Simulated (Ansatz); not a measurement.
BAsH$_{6}$O$_{3}$: several calculations on one system

### Relaxation

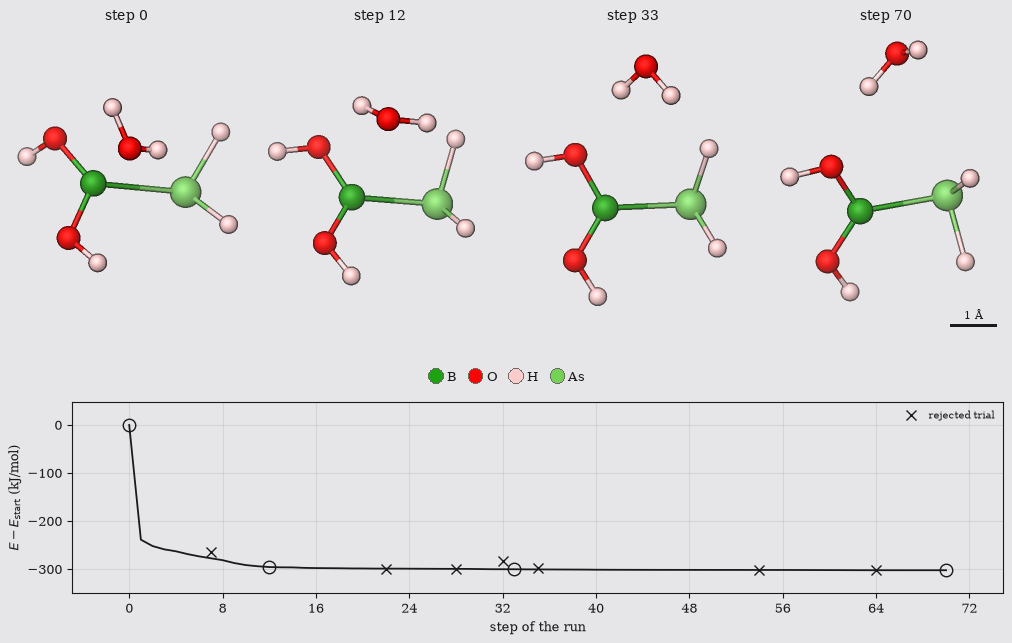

Frames of a relaxation of BAsH6O3 (started from a transition state, displaced along its imaginary mode), marked on the history of the run. A ball-and-stick model, seen at a tilt.

The calculation used RKS PBE0-D4/def2-TZVP in Ansatz. (force threshold 0.005 eV/Å; at most 200 steps)

Describe the path.

Answer. The largest move after the best rigid fit is that of an O atom, 2.29 Å. By element the largest moves are O 2.29 Å, H 2.23 Å, B 0.66 Å, As 0.38 Å. Among the contacts that change: B–O 1.715 → 3.618 Å, As–B 2.361 → 2.054 Å, H–O 0.748 → 0.959 Å, As–H 1.549 → 1.516 Å. Bond angles that change, for instance: B–As–H 107.6° → 94.1°, B–As–H 104.7° → 92.8°, O–B–As 114.3° → 124.1°. Over 63 accepted moves (70 points after the start) the energy falls by 302.1 kJ/mol. Largest force component: 17 eV/Å at the start, 0.0034 eV/Å at the end. The line search rejected the trial steps at points 7, 22, 28, 32, 35, 54, 64 of the run. From step 0 to 12: O and H atoms move most (0.90 Å), energy −295.5 kJ/mol. From step 12 to 33: an O atom moves most (1.18 Å), energy −4.55 kJ/mol. From step 33 to 70: an H atom moves most (1.29 Å), energy −2.03 kJ/mol.

```csv
step,"E − E(0), kJ/mol","largest force component, eV/Å",note
0,0.00,17.4668,
1,-238.58,0.8992,
2,-251.80,0.8498,
3,-258.67,0.9425,
4,-262.71,0.9818,
5,-268.54,0.3864,
6,-273.34,0.6343,
7,-264.86,2.5238,rejected
8,-281.17,0.5076,
9,-287.14,0.4594,
10,-291.43,0.4224,
13,-296.05,0.1372,
16,-297.63,0.0745,
19,-298.37,0.0710,
23,-298.79,0.0329,
26,-299.13,0.2262,
29,-299.35,0.1363,
32,-282.91,2.6818,rejected
35,-297.76,1.2859,rejected
38,-300.71,0.2417,
42,-301.20,0.1088,
45,-301.34,0.0647,
48,-301.41,0.0655,
51,-301.46,0.0702,
54,-301.47,0.1893,rejected
57,-301.63,0.0793,
61,-301.91,0.0905,
64,-302.04,0.1273,rejected
67,-302.11,0.0131,
70,-302.12,0.0034,
```

### Relaxation

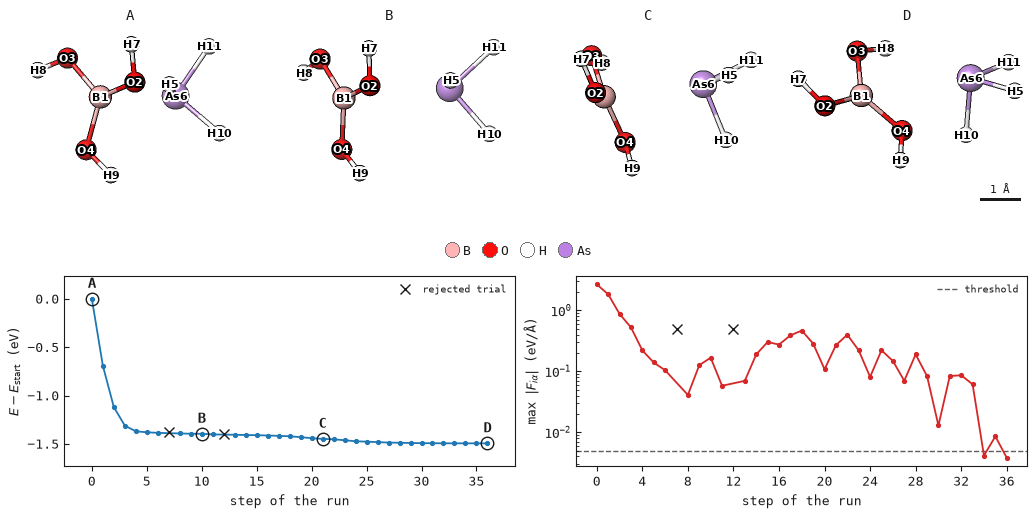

Frames of a relaxation of BAsH$_{6}$O$_{3}$ (started from a transition state, displaced along its imaginary mode), marked on the history of the run. The picture is a ball-and-stick view, seen at a tilt.

Level of theory: RKS PBE0-D4/def2-TZVP (Ansatz 0.2.0). (force threshold 0.005 eV/Å; at most 200 steps)

Q: What happens along the run?

A: The largest move after the best rigid fit is that of H7, 2.95 Å. Largest moves by element: H 2.95 Å, O 2.35 Å, B 0.71 Å, As 0.67 Å. Among the contacts that change: B1–As6 2.675 → 3.862 Å, H5–As6 1.629 → 1.516 Å, B1–O4 1.396 → 1.371 Å, O4–H9 0.938 → 0.960 Å. Among the angles between lasting bonds that change: H5–As6–H11 80.7° → 93.6°, H5–As6–H10 84.4° → 93.6°, B1–O3–H8 116.2° → 112.4°. After 34 accepted moves (36 points after the start) the energy has fallen by 1.494 eV. The largest force component goes from 2.7 to 0.0038 eV/Å. The line search rejected the trial steps at points 7, 12 of the run. The forces were under the threshold at step 34, but the run went on from there. From step 0 to 10: H11 moves most (0.90 Å), energy −1.396 eV. From step 10 to 21: H7 moves most (1.30 Å), energy −0.053 eV. From step 21 to 36: H7 moves most (1.11 Å), energy −0.046 eV.

```json
{"step": "0", "E − E(0), eV": "0.0000", "largest force component, eV/Å": "2.6714", "note": ""}
{"step": "1", "E − E(0), eV": "-0.6911", "largest force component, eV/Å": "1.8378", "note": ""}
{"step": "2", "E − E(0), eV": "-1.1194", "largest force component, eV/Å": "0.8746", "note": ""}
{"step": "3", "E − E(0), eV": "-1.3109", "largest force component, eV/Å": "0.5264", "note": ""}
{"step": "4", "E − E(0), eV": "-1.3698", "largest force component, eV/Å": "0.2207", "note": ""}
{"step": "5", "E − E(0), eV": "-1.3798", "largest force component, eV/Å": "0.1396", "note": ""}
{"step": "6", "E − E(0), eV": "-1.3858", "largest force component, eV/Å": "0.1040", "note": ""}
{"step": "7", "E − E(0), eV": "-1.3817", "largest force component, eV/Å": "0.4873", "note": "rejected"}
{"step": "8", "E − E(0), eV": "-1.3919", "largest force component, eV/Å": "0.0410", "note": ""}
{"step": "9", "E − E(0), eV": "-1.3949", "largest force component, eV/Å": "0.1261", "note": ""}
{"step": "10", "E − E(0), eV": "-1.3956", "largest force component, eV/Å": "0.1673", "note": ""}
{"step": "11", "E − E(0), eV": "-1.4020", "largest force component, eV/Å": "0.0579", "note": ""}
{"step": "13", "E − E(0), eV": "-1.4055", "largest force component, eV/Å": "0.0698", "note": ""}
{"step": "14", "E − E(0), eV": "-1.4080", "largest force component, eV/Å": "0.1894", "note": ""}
{"step": "15", "E − E(0), eV": "-1.4098", "largest force component, eV/Å": "0.3029", "note": ""}
{"step": "17", "E − E(0), eV": "-1.4166", "largest force component, eV/Å": "0.3897", "note": ""}
{"step": "18", "E − E(0), eV": "-1.4213", "largest force component, eV/Å": "0.4669", "note": ""}
{"step": "20", "E − E(0), eV": "-1.4406", "largest force component, eV/Å": "0.1079", "note": ""}
{"step": "21", "E − E(0), eV": "-1.4483", "largest force component, eV/Å": "0.2691", "note": ""}
{"step": "22", "E − E(0), eV": "-1.4524", "largest force component, eV/Å": "0.3989", "note": ""}
{"step": "24", "E − E(0), eV": "-1.4727", "largest force component, eV/Å": "0.0809", "note": ""}
{"step": "25", "E − E(0), eV": "-1.4769", "largest force component, eV/Å": "0.2217", "note": ""}
{"step": "26", "E − E(0), eV": "-1.4816", "largest force component, eV/Å": "0.1480", "note": ""}
{"step": "28", "E − E(0), eV": "-1.4882", "largest force component, eV/Å": "0.1892", "note": ""}
{"step": "29", "E − E(0), eV": "-1.4908", "largest force component, eV/Å": "0.0835", "note": ""}
{"step": "31", "E − E(0), eV": "-1.4932", "largest force component, eV/Å": "0.0838", "note": ""}
{"step": "32", "E − E(0), eV": "-1.4935", "largest force component, eV/Å": "0.0861", "note": ""}
{"step": "33", "E − E(0), eV": "-1.4940", "largest force component, eV/Å": "0.0612", "note": ""}
{"step": "35", "E − E(0), eV": "-1.4943", "largest force component, eV/Å": "0.0086", "note": ""}
{"step": "36", "E − E(0), eV": "-1.4943", "largest force component, eV/Å": "0.0038", "note": ""}
```

### Reaction

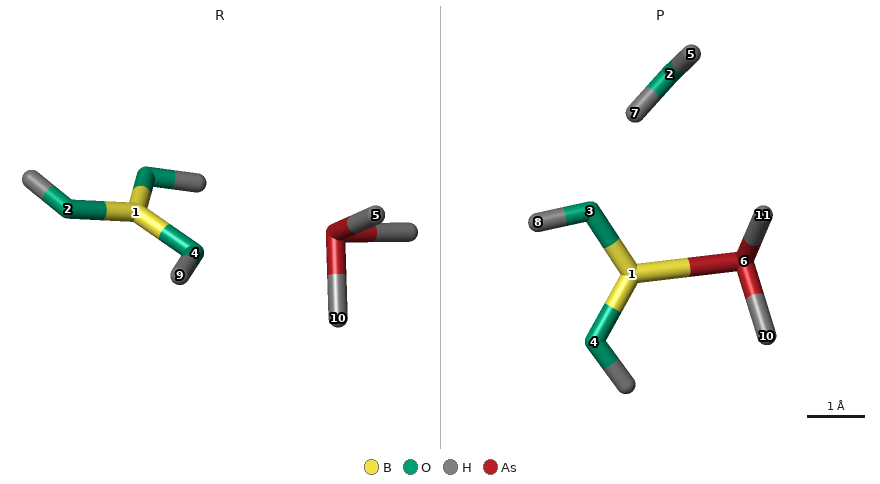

Reactant (R) and product (P) of one elementary step of BAsH6O3. A stick model, seen at a tilt.

Stationary points at PBE0-D4/def2-TZVP, single-point energies with CCSD(T)/CBS, r2SCAN-D4, B3LYP-D4, PBE-D4, BHLYP-D4, SPW92 (LDA) (def2-TZVPP where no basis is named; Ansatz 0.2.0). The energies are electronic, without zero-point or thermal terms, and both ends are the minima reached downhill from the saddle, with any fragments still in contact. CCSD(T)/CBS stands for a frozen-core estimate: MP2 correlation extrapolated from def2-TZVPP and def2-QZVPP, CCSD(T) minus MP2 from the smaller set.

R:
```xyz
11

B     0.8555    0.9850   -0.8612
O     1.3895    1.8508   -1.7754
O     1.5746    0.6070    0.2308
O    -0.4130    0.5028   -1.0591
H    -2.2187   -0.6579    1.5302
As   -0.9362   -1.4658    1.5264
H     2.2790    2.1208   -1.5369
H     1.0876   -0.0058    0.7976
H    -0.8039    0.8478   -1.8648
H    -1.3964   -2.3701    0.4004
H    -1.4183   -2.4144    2.6121
```

P:
```xyz
11

B     0.2422   -0.4546   -0.8301
O     0.6657    1.4609    2.2104
O     0.8254    0.7555   -0.5898
O     0.5360   -1.0650   -2.0099
H    -0.0481    2.0972    2.2833
As   -0.9009   -1.3011    0.6516
H     0.8334    1.3793    1.2630
H     1.3988    1.0350   -1.3125
H     0.0836   -1.8988   -2.1482
H    -1.8641   -1.9352   -0.3490
H    -1.7722   -0.0731    0.8314
```

Question: Predict the saddle point between them and the barrier.

Answer: Counted by bonded pieces, R holds AsH₃ + BH₃O₃ and P holds BAsH₄O₂ + H₂O. From R over the saddle to P, bonds form: B1–As6 (3.86 → 2.52 → 2.05 Å), O2–H5 (5.50 → 1.14 → 0.96 Å). Bonds break: B1–O2 (1.37 → 1.54 → 3.62 Å), H5–As6 (1.52 → 1.99 → 3.86 Å). The saddle has one imaginary mode, 1021i cm⁻¹. With CCSD(T)/CBS the barrier is 232.7 kJ/mol from R and 124.0 kJ/mol from P, and P lies 108.8 kJ/mol above R.

```tsv
level	barrier from R (kJ/mol)	barrier from P (kJ/mol)	P less R (kJ/mol)
CCSD(T)/CBS	232.7	124.0	108.8
r2SCAN-D4	210.8	96.5	114.2
B3LYP-D4	232.8	116.9	115.9
PBE-D4	194.9	91.9	103.0
BHLYP-D4	255.4	131.2	124.2
SPW92 (LDA)	166.7	56.1	110.6
```

Against CCSD(T)/CBS, B3LYP-D4 comes closest on the barrier from R (+0.1 kJ/mol) and SPW92 (LDA) misses most (−66.0 kJ/mol).

Saddle geometry:

```xyz
11

B     0.5635    0.2214   -0.5056
O    -0.3043    1.3678    0.0387
O     1.8226    0.2902    0.0272
O     0.3654   -0.1375   -1.8098
H    -0.7576    0.4870    0.5982
As   -0.7071   -1.4856    0.8392
H     0.2293    1.9075    0.6421
H     2.4496   -0.2715   -0.4339
H    -0.5484   -0.1096   -2.0988
H    -2.1757   -1.3282    0.4569
H    -0.9375   -0.9415    2.2459
```

The saddle point in the same view, with dashed sticks for the bonds that form or break:

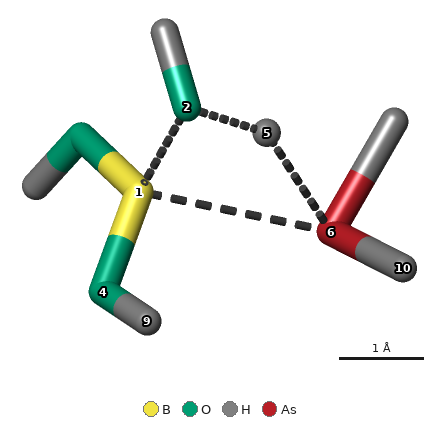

Limits of the set-up: the start holds two separate molecules, 2.6 Å apart at their closest, whose relative position is a soft coordinate.
